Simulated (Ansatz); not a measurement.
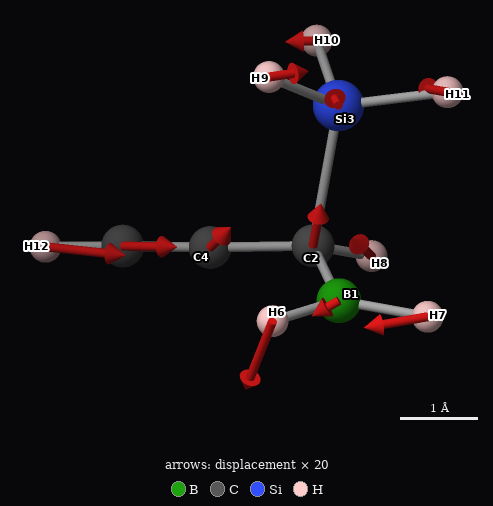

This is a relaxation of C₃H₇BSi. The starting structure is drawn; red arrows show the displacements, 20 times their true length. The two geometries are superimposed by the best rigid fit.

Style: ball-and-stick. Shown at a tilt.

The start comes from PBE-D4/def2-SVP.

These are results of RKS PBE0-D4/def2-TZVP in Ansatz, not measurements.

Input
```yaml
crystal:
  periodic: [false, false, false]
  atoms:
    - {symbol: B, position_ang: [-1.353166, -0.661624, 0.777799]}
    - {symbol: C, position_ang: [-0.444835, -0.285513, -0.418431]}
    - {symbol: Si, position_ang: [1.296202, -0.696268, 0.375774]}
    - {symbol: C, position_ang: [-0.364576, 1.089070, -0.866356]}
    - {symbol: C, position_ang: [-0.261601, 2.255980, -1.224176]}
    - {symbol: H, position_ang: [-1.712493, 0.182838, 1.574744]}
    - {symbol: H, position_ang: [-1.626667, -1.833357, 0.963882]}
    - {symbol: H, position_ang: [-0.485387, -1.016235, -1.256929]}
    - {symbol: H, position_ang: [1.530241, 0.157572, 1.585978]}
    - {symbol: H, position_ang: [2.315974, -0.382548, -0.680238]}
    - {symbol: H, position_ang: [1.379578, -2.151657, 0.744904]}
    - {symbol: H, position_ang: [-0.196369, 3.286441, -1.542851]}
basis:
  gaussian: {orbitals: def2-TZVP}
hamiltonian: {xc: pbe0, dispersion: d4}
relax: {f_tol: 0.005, max_steps: 150}
```

Run as
```bash
ansatz run in.yaml --threads 4 --pin off --events-out ev --progress --plain --max-ram 10444MiB
```

Question: Atoms of which element are displaced furthest, and by how much?

Answer: Hydrogen: up to 0.070 Å, against 0.043 Å for carbon.

Question: What did the optimiser do to the structure, and how much energy did it gain?

Answer: The energy falls by 6.54 kJ/mol in 7 accepted moves (8 points after the start). Largest force component: 1.8 eV/Å at the start, 0.0026 eV/Å at the end. The line search rejected the trial step at point 3 of the run. H6 moves most after the best rigid fit: 0.070 Å. By element the largest moves are H 0.070 Å, C 0.043 Å, Si 0.023 Å, B 0.021 Å. Among the contacts that change: C2–Si3 1.957 → 1.927 Å, C4–C5 1.225 → 1.202 Å, B1–H6 1.215 → 1.194 Å, B1–H7 1.218 → 1.196 Å. Bond angles that change, for instance: B1–C2–Si3 99.1° → 101.9°.
